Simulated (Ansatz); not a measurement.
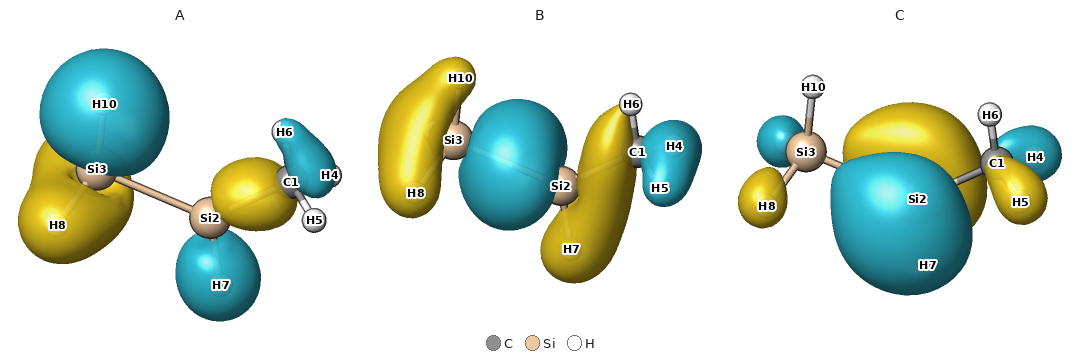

*CH7Si2 (SMILES C[SiH+][SiH3]) (charge +1). Three frontier orbitals at ±0.1 Å⁻³ᐟ² (yellow and cyan are the two phases), in no order.*

Geometry: B3LYP-D3(BJ)/def2-SVP.

These are results of isolated molecule in a Gaussian basis; Kohn-Sham density functional theory, functional PBE0 (Ansatz 0.2.0), not measurements.

```xyz
10

C    -1.5129    0.8039    0.6494
Si   -0.5773    0.4079   -0.8805
Si    0.4471   -1.6576   -1.4441
H    -2.5237    1.1605    0.3695
H    -1.0250    1.6636    1.1505
H    -1.5927   -0.0394    1.3491
H    -0.4829    1.5480   -1.8313
H     1.8756   -1.2873   -1.6209
H    -0.2213   -2.0281   -2.7190
H     0.1813   -2.5786   -0.3152
```

Q: Which picture is the HOMO−1, the HOMO and the LUMO?

A: A is the HOMO−1 (−14.84 eV). It lies mainly on Si3 (about 35 %), H10 (about 30 %), Si2 (about 10 %), H8 (about 5 %), H9 (about 5 %) and H7 (about 5 %). B is the HOMO (−13.93 eV). By Hirshfeld shares it lies mainly on Si2 (about 35 %), Si3 (about 30 %), C1 (about 10 %) and H7 (about 5 %). C is the LUMO (−8.58 eV). By Hirshfeld shares it lies mainly on Si2 (about 70 %) and C1 (about 5 %).

Q: What is the HOMO–LUMO gap?

A: 5.35 eV between the orbital energies.
